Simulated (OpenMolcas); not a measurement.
# How basis sets differ on SnH2Cl2 (SMILES [Cl][SnH2][Cl])

The species is SnH2Cl2 (5 atoms), meant as a singlet with charge 0. SMILES: `[Cl][SnH2][Cl]`. Geometry: relaxed at PBE0-D4/def2-TZVP.

Each level gives the dipole moment (D). The values are calculated.

```tsv
level	kind	program	value (D)	CPU time
HF/ANO-RCC-MB (DKH2)	Hartree–Fock	OpenMolcas	3.49	4.7 s
HF/STO-3G	Hartree–Fock	OpenMolcas	3.96	2.8 s
HF/3-21G	Hartree–Fock	OpenMolcas	4.18	3.4 s
HF/def2-SVPD (core potential)	Hartree–Fock	OpenMolcas	2.92	13 s
```

All-electron rows without a relativistic Hamiltonian named are non-relativistic, while core potentials hold scalar relativity, so basis and relativity change together. The values span 2.92 to 4.18 D. Magnitudes only. Sets without polarisation functions give poor dipoles. CPU times are rough (shared hosts, several kinds of processor and program).

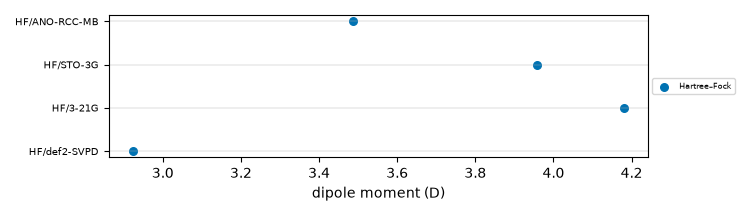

The values of the table, level by level.
